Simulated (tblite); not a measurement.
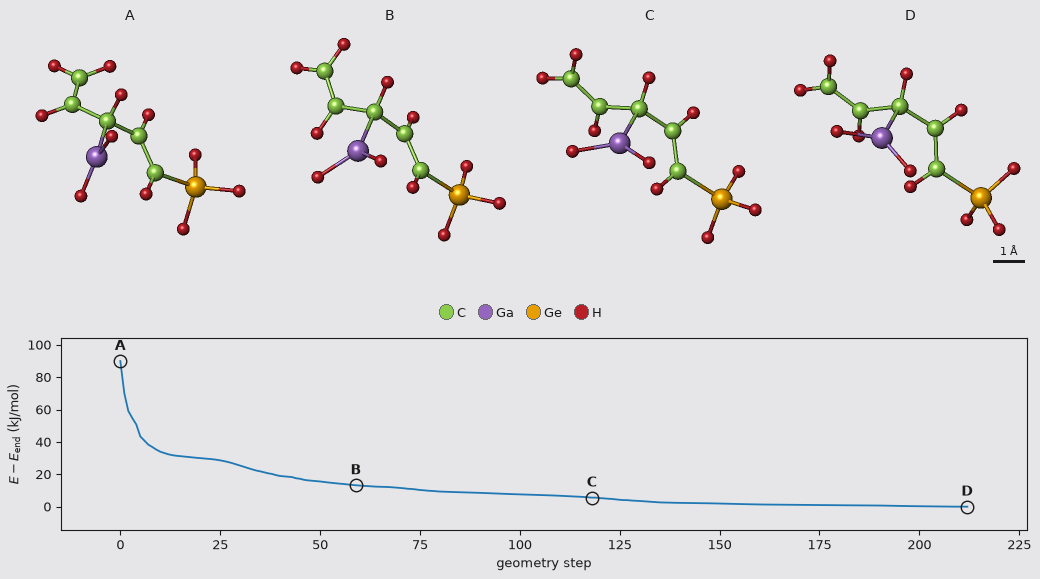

Frames of a relaxation of C$_{5}$H$_{11}$GaGe, marked on the history of the run. A ball-and-stick model, seen from a free direction.

Method: GFN2-xTB geometry optimisation, gas phase (tblite 0.8.0). 

**Describe the path.**

The energy falls by 90.0 kJ/mol in 212 geometry steps. The largest move after the best rigid fit is that of an H atom, 2.63 Å. By element the largest moves are H 2.63 Å, C 1.34 Å, Ga 0.70 Å, Ge 0.43 Å. Near-neighbour distances that change, for instance: Ga–H 1.418 → 1.586 Å, C–Ga 1.960 → 2.084 Å, Ge–H 1.556 → 1.495 Å, Ga–H 1.650 → 1.593 Å. Among the angles between lasting bonds that change: C–C–Ga 121.0° → 96.6°, Ga–C–H 97.8° → 113.7°, H–Ga–H 132.0° → 118.5°. Groups turn about C–Ga by about 105°, C–C by about 100°. The run took 1.3 s on 1 thread of Arm Neoverse V2, on a shared host. From step 0 to 59: an H atom moves most (1.28 Å), energy −76.8 kJ/mol. From step 59 to 118: an H atom moves most (1.46 Å), energy −7.61 kJ/mol. From step 118 to 212: an H atom moves most (0.91 Å), energy −5.59 kJ/mol.
